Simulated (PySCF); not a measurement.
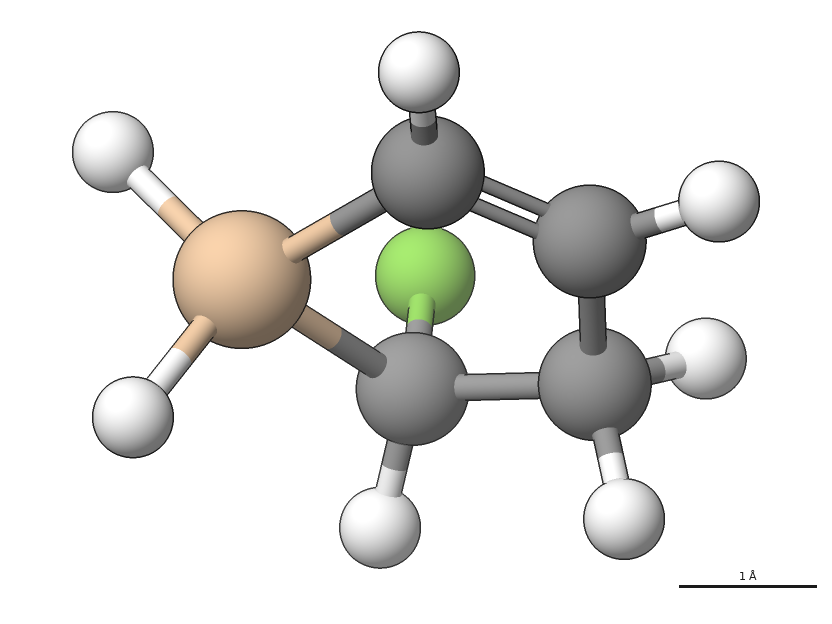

A ball-and-stick model of a molecule. Multiple sticks mark multiple bonds (one Kekulé form). Colours: fluorine green, carbon grey, silicon light orange, hydrogen white.

The geometry was computed by an optimisation with PBE0-D3(BJ)/def2-SVP. No frequency run is at hand to confirm it as a minimum.

Give the formula.

Answer. C₄H₇FSi, 13 atoms: 4 carbon, 7 hydrogen, 1 fluorine and 1 silicon.

Describe its rings.

Answer. Independent rings (smallest set): 1 of 5 members.

Write the SMILES.

Answer. F[C@H]1CC=C[SiH2]1

More results for the same structure follow; atom numbers are the same in all pictures, views and colours differ.

**Shape**

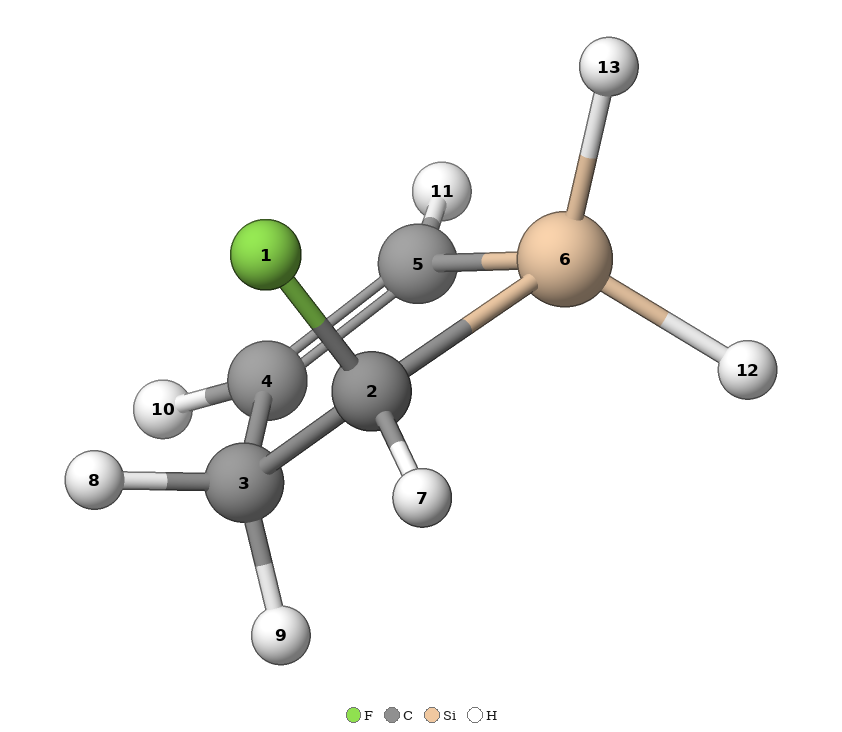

Numbered structure. No frequency run is at hand to confirm it as a minimum.

Give the bond lengths.

```tsv
bond	length (Å)	order
F1–C2	1.392	single
C2–C3	1.530	single
C2–Si6	1.921	single
C2–H7	1.102	single
C3–C4	1.507	single
C3–H8	1.103	single
C3–H9	1.105	single
C4–C5	1.344	double
C4–H10	1.098	single
C5–Si6	1.865	single
C5–H11	1.093	single
Si6–H12	1.498	single
Si6–H13	1.492	single
```

**Charges**

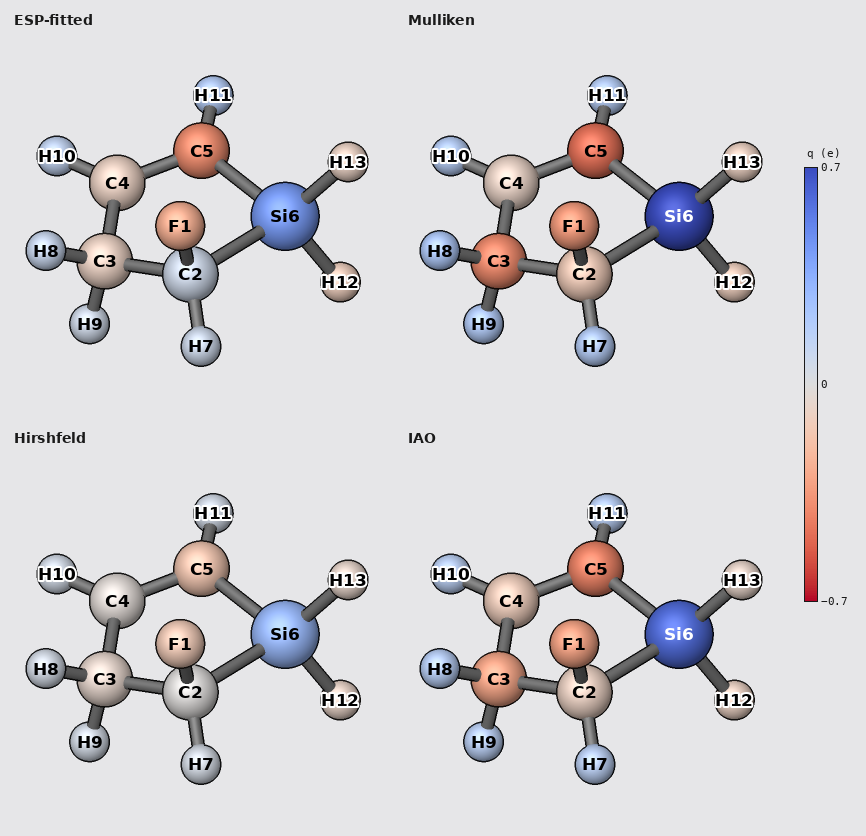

Atomic charges of one calculation by 4 schemes, on one colour scale. No frequency run is at hand to confirm it as a minimum. Computed with PBE0/6-31G (PySCF 2.14.0).

Which scheme gives the most polar picture (largest mean size of the charges)?

Answer. The Mulliken charges are the largest in size here, and the Hirshfeld charges the smallest.

On which atom do the schemes disagree most?

Answer. On Si6 (from 0.29 to 0.70 e).

List the charges (e), one line for each set of equivalent atoms.

| atom | ESP-fitted | Mulliken | Hirshfeld | IAO |
| --- | --- | --- | --- | --- |
| F1 | −0.26 | −0.34 | −0.14 | −0.31 |
| C2 | 0.07 | −0.13 | −0.01 | −0.09 |
| C3 | −0.09 | −0.39 | −0.06 | −0.30 |
| C4 | −0.09 | −0.08 | −0.03 | −0.12 |
| C5 | −0.39 | −0.47 | −0.15 | −0.42 |
| Si6 | 0.42 | 0.70 | 0.29 | 0.60 |
| H7 | 0.07 | 0.18 | 0.04 | 0.15 |
| H8 | 0.10 | 0.21 | 0.05 | 0.17 |
| H9 | 0.06 | 0.19 | 0.05 | 0.16 |
| H10 | 0.12 | 0.17 | 0.05 | 0.15 |
| H11 | 0.18 | 0.17 | 0.05 | 0.16 |
| H12 | −0.11 | −0.11 | −0.08 | −0.09 |
| H13 | −0.09 | −0.09 | −0.07 | −0.07 |

**Levels of theory compared**

No frequency run is at hand to confirm it as a minimum. Program: PySCF 2.14.0.

At this fixed geometry, give HOMO energy (eV), HOMO–LUMO gap (eV), dipole (D) at these levels: B3LYP/pcSseg-1; B97-2/pcSseg-1; B97-D/pcSseg-1; BP86/pcSseg-1; KT2/pcSseg-1; LC-wPBE/pcSseg-1; LDA/pcSseg-1; PBE/pcSseg-1; ωB97X-D/pcSseg-1.

```tsv
level	HOMO energy (eV)	HOMO–LUMO gap (eV)	dipole (D)
B3LYP/pcSseg-1	−7.46	6.90	1.88
B97-2/pcSseg-1	−7.44	7.03	1.89
B97-D/pcSseg-1	−6.51	5.27	1.80
BP86/pcSseg-1	−6.67	5.22	1.80
KT2/pcSseg-1	−6.57	5.24	1.77
LC-wPBE/pcSseg-1	−10.38	12.33	1.93
LDA/pcSseg-1	−6.71	5.14	1.85
PBE/pcSseg-1	−6.57	5.21	1.78
ωB97X-D/pcSseg-1	−9.53	10.97	1.93
```

**NMR shielding**

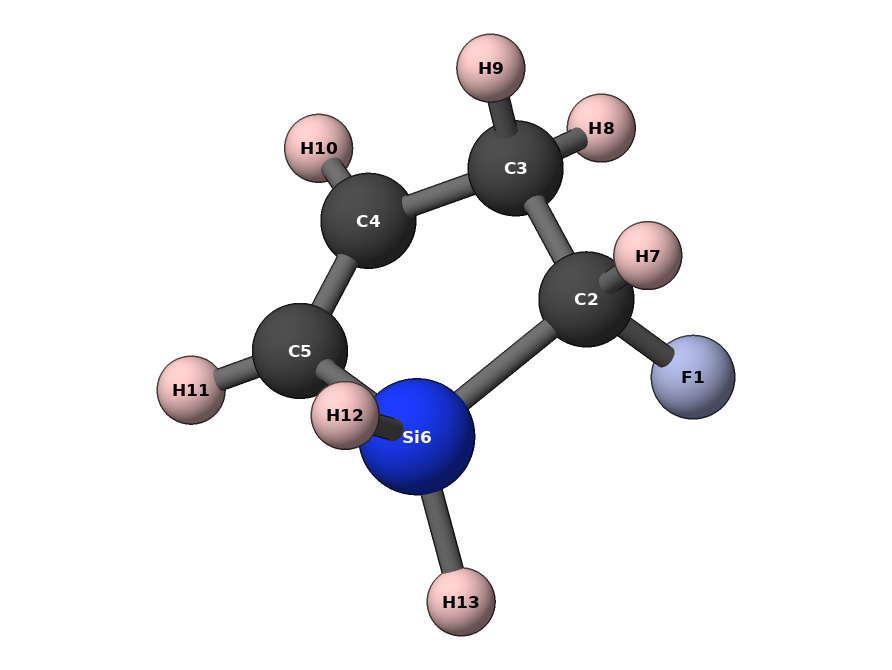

No frequency run is at hand to confirm it as a minimum. Level of theory: GIAO CAM-B3LYP/pcSseg-1 NMR shielding, non-relativistic, gas phase (PySCF 2.14.0). Principal shieldings σ11 ≤ σ22 ≤ σ33, span Ω = σ33 − σ11, skew κ = 3(σiso − σ22)/Ω.

Give the shielding tensors of the F atoms.

| atom | σ11 | σ22 | σ33 | σiso | Ω | κ |
| --- | --- | --- | --- | --- | --- | --- |
| F1 | 337.6 | 417.5 | 476.9 | 410.7 | 139.3 | −0.15 |

Shieldings and span in ppm.

Mulliken values depend strongly on the basis set and can even reverse the polarity of a bond.
